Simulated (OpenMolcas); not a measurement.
**Cu⁷⁺: CASSCF and CASPT2 terms and fine-structure levels**

Wanted: the level scheme of Cu⁷⁺ from active-space wave functions, then second-order correlation under several settings.

Program: OpenMolcas 26.06. Level of theory: state-averaged CASSCF and CASPT2, spin-orbit coupling by RASSI with atomic mean-field integrals. These are calculated values, not measurements, unless marked.

1 further run of the same task is left out (set aside as unsound or not needed).

## Step 1: Starting point

* Species: Cu⁷⁺ (copper, Z = 29, 22 electrons)
* Basis: ANO-RCC-VTZP [6s5p3d2f1g], 59 functions
* Scalar Hamiltonian: DKH2, point nucleus
* Inactive shells: 1s 2s 2p 3s 3p
* Active space: 4 electrons in 5 orbitals (3d)
* Some configurations of this space: 3d⁴
* Orbitals: optimised for the highest spin of each parity, averaged over all roots

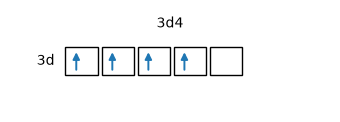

Outer shells as boxes.

The work runs as a chain of OpenMolcas steps in one folder; each step below is one input file. Labels, J, g values, rates, χT and fits are worked out afterwards by a script from the matrices that RASSI stores.

## Step 2: GATEWAY and SEWARD: basis and integrals

a.inp reads:

```
&GATEWAY
Coord
1

Cu 0.0 0.0 0.0
Basis=ANO-RCC-VTZP
Group=XYZ
NoMove
AngMom=0.0 0.0 0.0
AMFI
&SEWARD
```

Started as:

```bash
$ OMP_NUM_THREADS=1 MOLCAS_MEM=1689 MOLCAS_PROJECT=a pymolcas a.inp > a.log
```

## Step 3: Reference wave functions, quintets of even parity, 5 roots

a.inp reads:

```
&RASSCF
FileOrb=start.orb
Symmetry=1
Spin=5
nActEl=4 0 0
Inactive=3 6
Ras2=5 0
CIRoot=5 5 1
SDav=5
CIMx=300
Iter=120 100
PrWF=0.3
OrbListing=Nothing
MaxOrb=0
Atom
>>> COPY $Project.JobIph JOB001
```

start.orb holds the contracted functions of the basis, ordered by shell, or the orbitals of the step before.

## Step 4: CASSCF: triplets of even parity, 45 roots

a.inp reads:

```
&RASSCF
FileOrb=start.orb
Symmetry=1
Spin=3
nActEl=4 0 0
Inactive=3 6
Ras2=5 0
CIRoot=45 45 1
SDav=45
CIMx=300
Iter=120 100
PrWF=0.3
OrbListing=Nothing
MaxOrb=0
Atom
CIOnly
>>> COPY $Project.JobIph JOB002
```

## Step 5: CASSCF: singlets of even parity, 50 roots

a.inp reads:

```
&RASSCF
FileOrb=start.orb
Symmetry=1
Spin=1
nActEl=4 0 0
Inactive=3 6
Ras2=5 0
CIRoot=50 50 1
SDav=50
CIMx=300
Iter=120 100
PrWF=0.3
OrbListing=Nothing
MaxOrb=0
Atom
CIOnly
>>> COPY $Project.JobIph JOB003
```

## Step 6: State interaction with spin-orbit coupling

a.inp reads:

```
&RASSI
NrOfJobIphs=3 5 45 50
1 2 3 4 5
1 2 3 4 5 6 7 8 9 10 11 12 13 14 15 16 17 18 19 20 21 22 23 24 25 26 27
28 29 30 31 32 33 34 35 36 37 38 39 40 41 42 43 44 45
1 2 3 4 5 6 7 8 9 10 11 12 13 14 15 16 17 18 19 20 21 22 23 24 25 26 27
28 29 30 31 32 33 34 35 36 37 38 39 40 41 42 43 44 45 46 47 48 49 50
IphNames
JOB001
JOB002
JOB003
EJob
SpinOrbit
DIPRint=1.0
SOCoupling=1000.0
Subsets=2
MEES
Property=10
'ANGMOM' 1 'ANGMOM' 2 'ANGMOM' 3 'MLTPL  1' 1 'MLTPL  1' 2 'MLTPL  1' 3
'AMFI' 1 'AMFI' 2 'AMFI' 3 'MLTPL  2' 6
SOProperty=3
'ANGMOM' 1 'ANGMOM' 2 'ANGMOM' 3
```

## Step 7: CASPT2: IPEA 0.25, imaginary shift 0.1 (closed shells correlated: 3s 3p)

a.inp reads:

```
>>> COPY JOB001 $Project.JobIph
&CASPT2
Multistate=5 1 2 3 4 5
Frozen=2 3
IPEA=0.25
Imaginary=0.1
MaxIter=60
WThr=0.0 0.3 0.05
PrWF=0.5
NoMix
>>> COPY JOB002 $Project.JobIph
&CASPT2
Multistate=45 1 2 3 4 5 6 7 8 9 10 11 12 13 14 15 16 17 18 19 20 21 22
23 24 25 26 27 28 29 30 31 32 33 34 35 36 37 38 39 40 41 42 43 44 45
Frozen=2 3
IPEA=0.25
Imaginary=0.1
MaxIter=60
WThr=0.0 0.3 0.05
PrWF=0.5
NoMix
>>> COPY JOB003 $Project.JobIph
&CASPT2
Multistate=50 1 2 3 4 5 6 7 8 9 10 11 12 13 14 15 16 17 18 19 20 21 22
23 24 25 26 27 28 29 30 31 32 33 34 35 36 37 38 39 40 41 42 43 44 45 46
47 48 49 50
Frozen=2 3
IPEA=0.25
Imaginary=0.1
MaxIter=60
WThr=0.0 0.3 0.05
PrWF=0.5
NoMix
```

## Step 8: CASPT2: IPEA 0, imaginary shift 0.1 (closed shells correlated: 3s 3p)

Edit a.inp of step 7 so:

```diff
@@ -4,3 +4,3 @@
 Frozen=2 3
-IPEA=0.25
+IPEA=0.0
 Imaginary=0.1
@@ -15,3 +15,3 @@
 Frozen=2 3
-IPEA=0.25
+IPEA=0.0
 Imaginary=0.1
@@ -27,3 +27,3 @@
 Frozen=2 3
-IPEA=0.25
+IPEA=0.0
 Imaginary=0.1
```

(Steps that only read results are left out.)

What does the calculation give? Wanted: lowest level; first excited level; lowest level of another term; spin-orbit lowering of the lowest level; strongest of the lines computed, by gA.

**Answer**, as computed:

| quantity | value |
| --- | --- |
| method | SS-CASPT2, IPEA 0.25, imaginary shift 0.1 (closed shells correlated: 3s 3p) |
| lowest level | 3d⁴ ⁵D₀, 99 % of that term |
| ground level listed by NIST | 5D0 |
| first excited level | 3d⁴ ⁵D₁ at 397 cm⁻¹ |
| lowest level of another term | 3d⁴ ³P₀(1) at 33420 cm⁻¹ |
| spin-orbit lowering of the lowest level | 2247 cm⁻¹ |
| strongest of the lines computed, by gA (one parity, so forbidden lines), at CASSCF energies | 3d⁴ ¹D₂(2) → 3d⁴ ¹G₄(1), 110.9 nm, A = 7.63e+01 s⁻¹ |

What each method costs and misses:

| method | time of its own steps | time with the reference | mean absolute difference from method B (cm-1) |
| --- | --- | --- | --- |
| A. CASSCF | 22 s | 22 s | 4600 |
| B. SS-CASPT2, IPEA 0.25, imaginary shift 0.1, +3s 3p | 19 s | 41 s | 0 |
| C. SS-CASPT2, IPEA 0, imaginary shift 0.1, +3s 3p | 19 s | 41 s | 340 |

Times are of one thread on a shared host.

In words: The multiplet ⁵D is regular; its intervals divided by the larger J differ by 26 % of their mean, where Landé's rule for pure LS coupling makes them equal. Second-order correlation (method B) scales the levels of the lowest configuration above 5000 cm⁻¹ by 0.85 to 0.98. Only the configurations of the active space and the roots asked for are present. The triplets, singlets rest on orbitals optimised for another spin in at least one step, which raises them against the optimised states. CASPT2 does not keep the components of a term degenerate, and the means are used. Only valence configurations of the active space appear, up to the ionisation limit; * or ° marks odd parity.
